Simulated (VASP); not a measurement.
Band structure of Pt₃Ti (L1_2). Level of theory: PBE GGA with D4 dispersion, VASP's PBE PAW potentials (set 64) (plane waves; VASP).

Unless said otherwise, spin-orbit coupling is left out, though it shifts the bands of the heavy elements here.

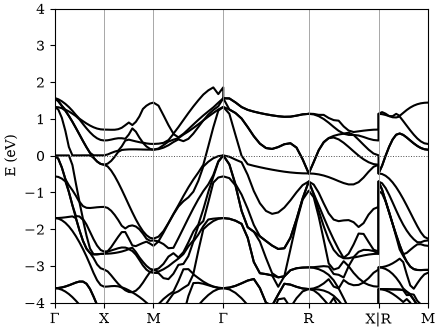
Figure. Bands along high-symmetry lines, zero at the valence-band maximum or, without a gap, the Fermi level

Q: Read the plot: is there a gap, and where are the band edges?

A: It has no gap at this level: it comes out as a metal or semimetal. (Edges off the drawn lines would not show.)

The compound is Pt3Ti in the L1_2 structure. It was relaxed first.
